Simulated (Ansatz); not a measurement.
**BH3: density, localisation and related maps**

```json
{"atom": "B", "x (Å)": "0.3031", "y (Å)": "0.0000", "z (Å)": "0.1750"}
{"atom": "H", "x (Å)": "0.2150", "y (Å)": "0.0000", "z (Å)": "1.3783"}
{"atom": "H", "x (Å)": "1.3892", "y (Å)": "0.0001", "z (Å)": "-0.3502"}
{"atom": "H", "x (Å)": "-0.6948", "y (Å)": "0.0000", "z (Å)": "-0.5030"}
```

Theory: Ansatz 0.2.0, RKS PBE0-D4/def2-SVP.

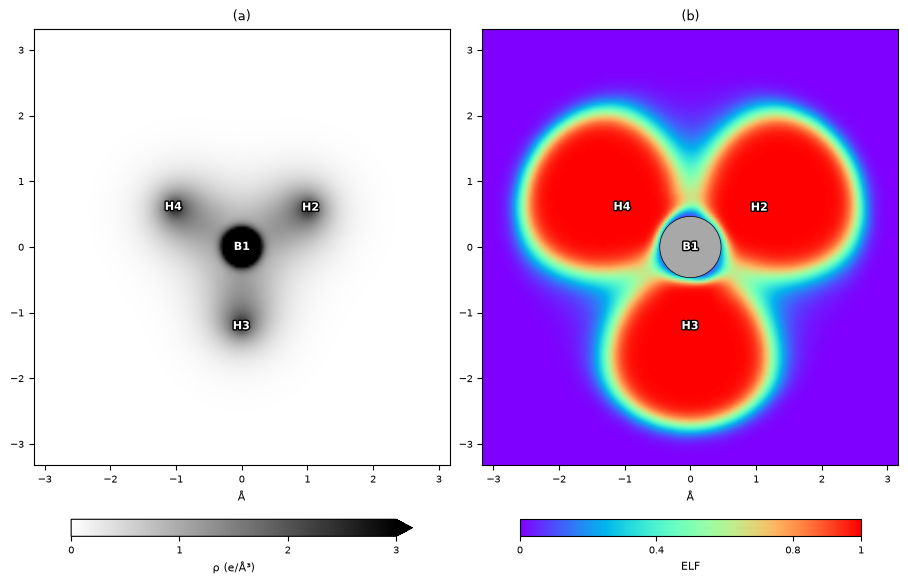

Figure 1. (a) total electron density; (b) electron localisation function on the molecular plane. Grey discs cover the atomic cores in the ELF map.

> What do the fields say about this system?

- The section cuts through B and H sites.
- B–H (1.21 Å): ρ is about 1.2 e/Å³ halfway; the ELF climbs to about 1 towards the hydrogen, as it does in any bond to H (an ordinary covalent bond to hydrogen).

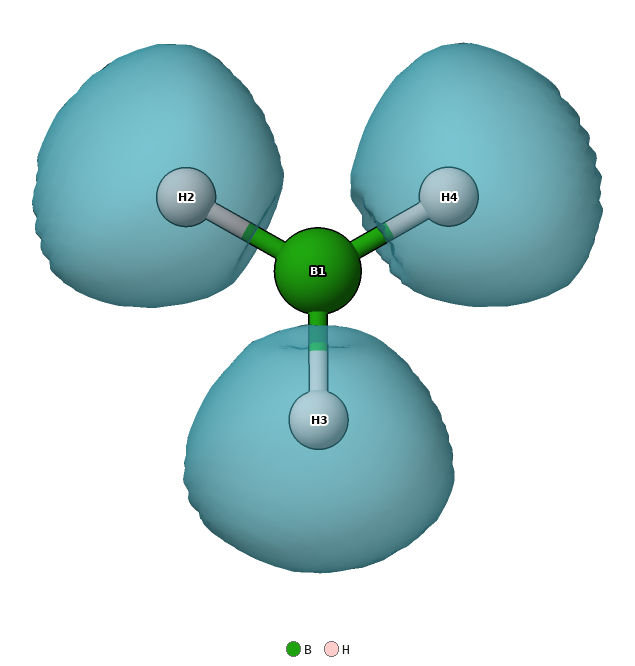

Figure 2. Isosurface of the ELF at 0.85 (cyan), seen at a tilt. Core shells and regions of very low density are left out.

> Where are the electrons localised?

At this value the surface marks out three regions around hydrogen nuclei.

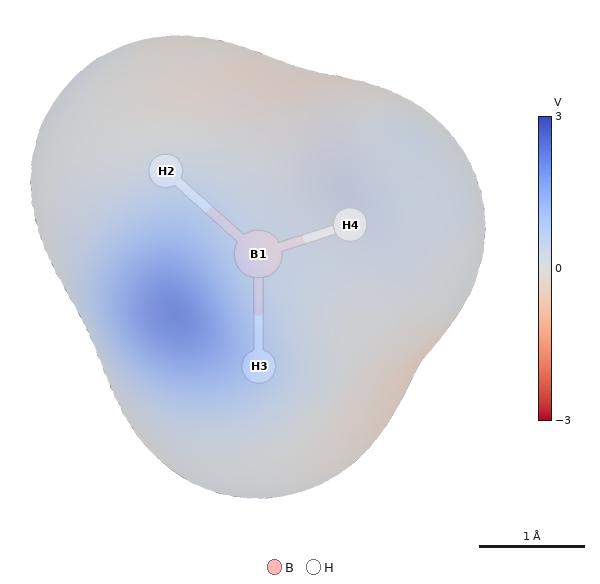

Figure 3. The electrostatic potential painted on the density surface at 0.002 e/bohr³, seen at a tilt; red is negative and blue positive.

> Where is the surface potential most negative and most positive?

The most negative region (about −0.3 V, or −7 kcal/mol for a unit charge) lies over H2, the most positive (about +2.3 V, or +53 kcal/mol for a unit charge) over B1.
